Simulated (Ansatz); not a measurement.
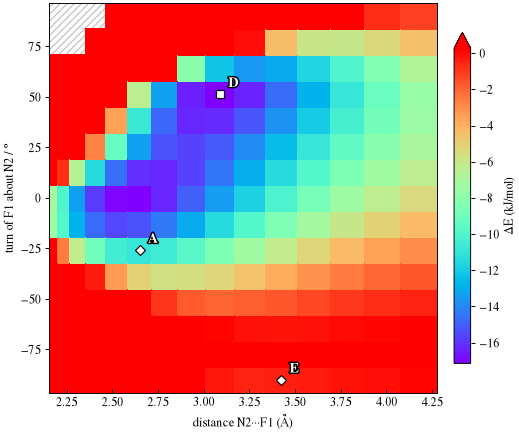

The pair F···N₂, charge −1. 
- The turn is about an axis along (−0.98, 0.18, 0.00) in the frame of the relaxed pair, normal to the line between the partners.
- First axis: distance N2···F1. Second axis: turn of F1 about N2.
- Grid: 15 × 15 points. At 7 points there is no value.
- Points are written as (first, second).
- Energies: kJ/mol, counted from the ion and the molecule far apart, frozen as in the relaxed pair, each in its own basis (no counterpoise correction).
- Level of theory: Ansatz, RKS B3LYP-D4/def2-TZVPD.

Drawn: one coloured cell a grid point, one colour for all values above the top of the scale, hatched blanks where no value was computed, lettered points.

### Is D the lowest point of the computed grid?

Yes. D, at (3.090 Å, 51.4°), has the lowest energy of the grid.

### Rank the lettered points by energy, lowest first.

D (−17.2 kJ/mol), A (−10.9 kJ/mol), E (−0.47 kJ/mol).
